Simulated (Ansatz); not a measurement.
# Leakage through LiF between Ir(100) and Ir(100): one more thickness

The current through thinner LiF barriers is known. What leaks through 5 layers at 0.25 V?

**Method.** Ansatz 0.2.0, plane waves with PAW datasets, PBE; a slab with two metal leads whose outer parts are reservoirs, with density and current solved under bias (Landauer, 300 K). The LiF is strained to the lead's lattice, the interfaces are relaxed in a short slab (PBE+D3(BJ)), and bulk layers are laid on.

Results; the value marked ? is to be predicted:

```
layers of LiF  cell length (Å)  drop between the leads' cuts at 0.25 V (V)  current density at 0.25 V (A/m²)
            1            63.26                                       0.199                         1.01×10¹⁴
            2            65.50                                       0.248                         1.48×10¹²
            3            67.58                                       0.249                         1.28×10¹¹
            4            69.64                                       0.249                          3.63×10⁹
            5            71.71                                       0.249                                 ?
```

Worked fit:

Deep in a barrier the current should fall by a fixed factor for each layer; the steps shown give 68, 12 and 35 per layer, so that is only roughly so here. A straight line through ln J for 2, 3 and 4 layers has the slope −3.007 per layer, a factor of 20; with about 2.07 Å per layer that is β = 1.5 Å⁻¹. Then J = exp(34.227 − 3.007 × 5). Predicted: 2.16×10⁸ A/m².

**The withheld run.**

1.17×10⁸ A/m², so the prediction is 85 % too high. From 4 to 5 layers the current falls by 31 per layer, against the fitted 20. The steps are uneven, so one factor describes this series only roughly.

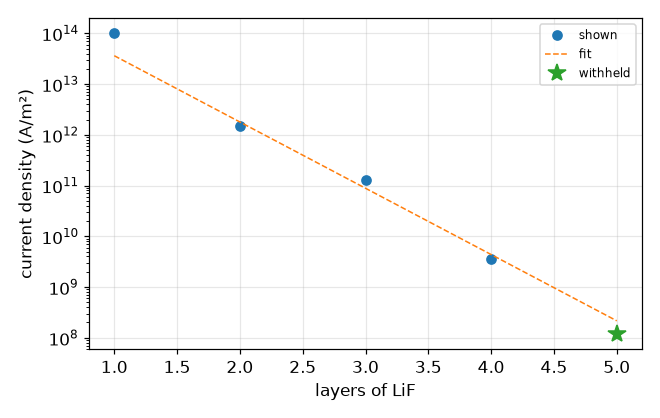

Current density against thickness.

Caveats: On every other k-point the currents of these runs, at any bias, move by up to 36 %. A semilocal functional makes the barrier's gap too small; each thickness has its own relaxed interfaces. At 3, 4 and 5 layers the conductance at 0 V times the bias is 2.0, 2.4 and 2.5 times the current, a sign of narrow levels at zero bias or of coarse sampling. Spin-orbit coupling is left out, which matters for Ir.

[Logs are printed without paths, hosts, clocks, repeated set-up lines and the standing remarks that a program may print on its own settings, such as how far it seeks lower states.]
